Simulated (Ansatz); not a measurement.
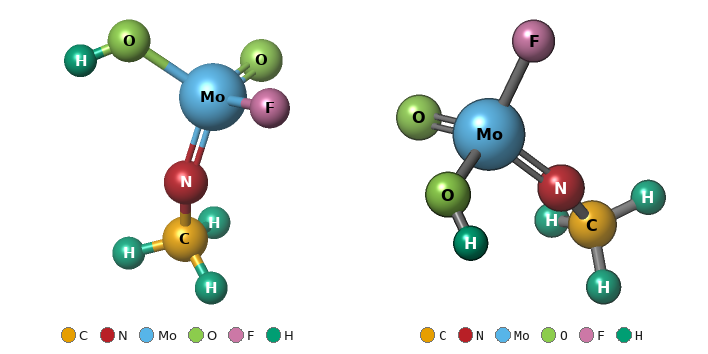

Both panels show the same species.

Charge 0, singlet. Computed geometry: PBE0-D4/def2-TZVP optimisation.

> Which formula does it have?

CH₄FMoNO₂, 10 atoms: 1 carbon, 4 hydrogen, 1 fluorine, 1 molybdenum, 1 nitrogen and 2 oxygen.

> Give a SMILES string for it.

C[N]=[Mo@@](=[O])([OH])[F]

> How many atoms are distinct by symmetry?

10: 1 C, 1 N, 1 Mo, 1 O, 1 O, 1 F, 1 H, 1 H, 1 H, 1 H.

> How many bonds of each kind are drawn?

3 C–H, 2 Mo–O, 1 C–N, 1 Mo–N, 1 F–Mo, 1 O–H.

More results for the same structure follow; atom numbers are the same in all pictures, views and colours differ.

**Shape**

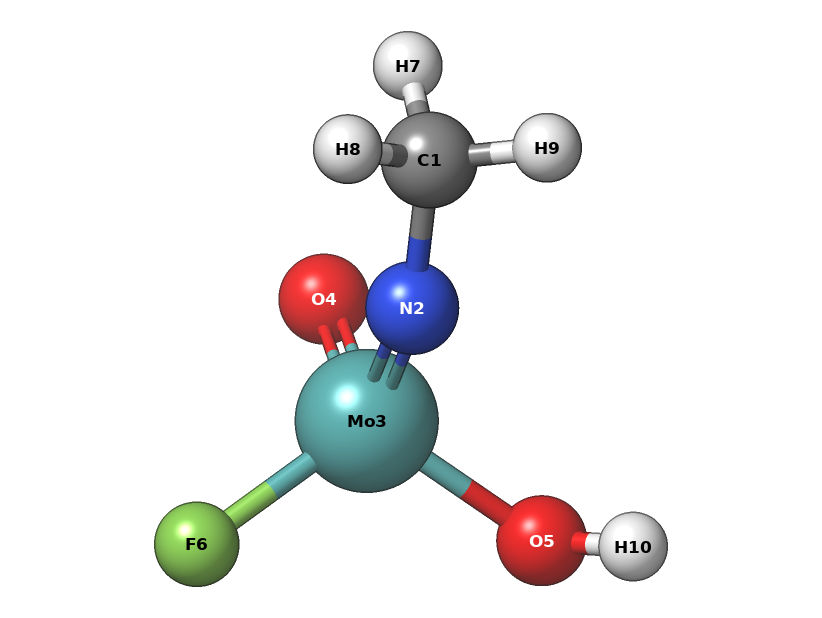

Atoms carry their numbers in the input.

List the bonds and their lengths.

```
  bond  length (Å)
 C1–N2       1.420
 C1–H7       1.096
 C1–H8       1.094
 C1–H9       1.095
N2–Mo3       1.718
Mo3–O4       1.676
Mo3–O5       1.877
Mo3–F6       1.863
O5–H10       0.959
```

**Charges**

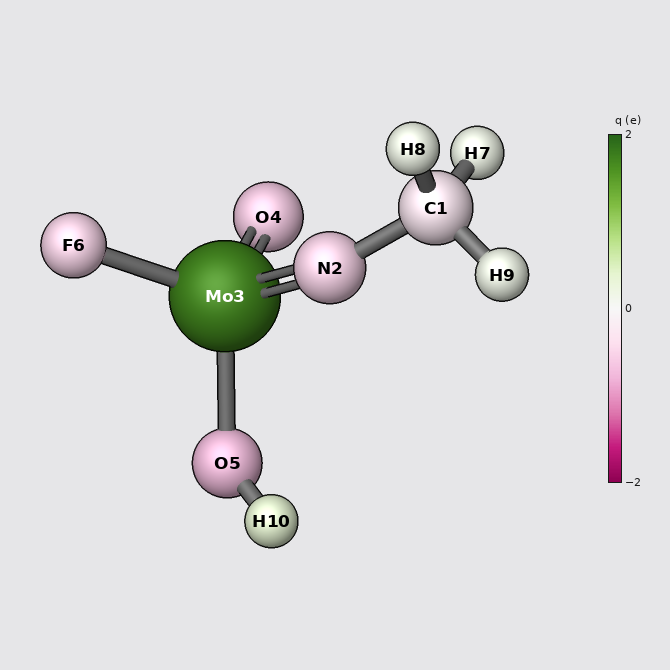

Atoms are coloured by their Mulliken charges. Level of theory: RKS PBE0-D4/def2-TZVP, core potentials on Mo (Ansatz 0.2.0).

Give the Mulliken charges atom by atom.

```csv
atom,value (e)
C1,−0.26
N2,−0.50
Mo3,1.72
O4,−0.57
O5,−0.71
F6,−0.48
H7,0.15
H8,0.15
H9,0.15
H10,0.35
```

**Electronic properties**

Method: RKS r2SCAN-D4/def2-TZVPP, core potentials on Mo (Ansatz 0.2.0).

> Give the LUMO energy (Kohn–Sham orbital) at this level.

−2.49 eV.

> What is the HOMO energy (Kohn–Sham orbital)?

−6.87 eV.

> What is the dispersion correction?

−5.7 kJ/mol.

> What is the vertical ionisation energy?

9.70 eV.

**Dipole moment**

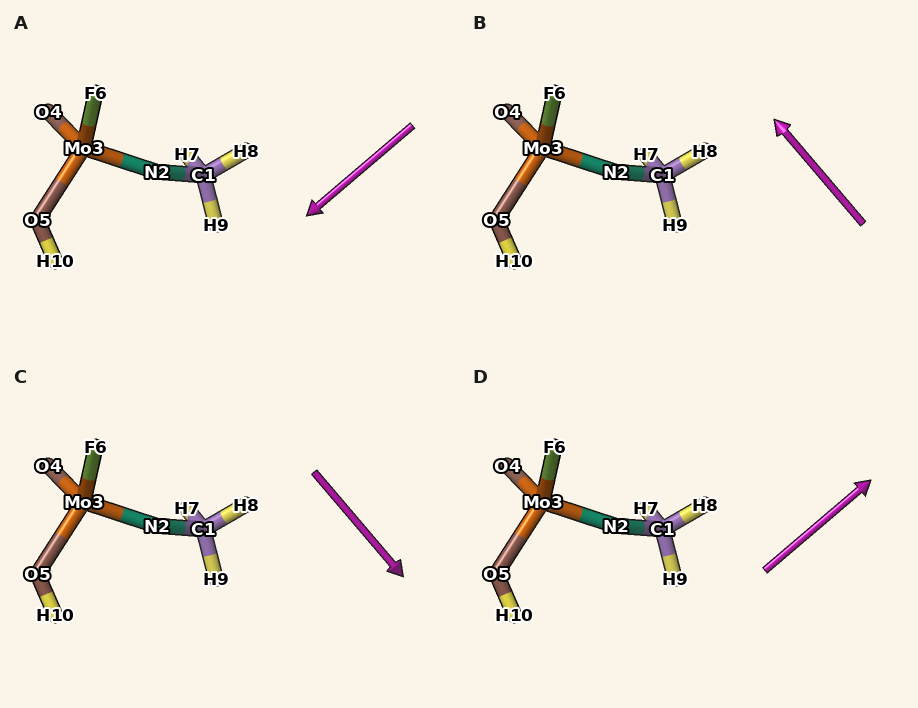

The same molecule four times, each with an arrow. Level of theory: RKS r2SCAN-D4/def2-TZVPP, core potentials on Mo (Ansatz 0.2.0).

> Which arrow points along the dipole moment, from the negative to the positive end?

C. The dipole moment is 3.73 D; it points from the side of F6 to the side of H9 (the outermost atoms at the two ends).

Mulliken values depend strongly on the basis set and can even reverse the polarity of a bond.
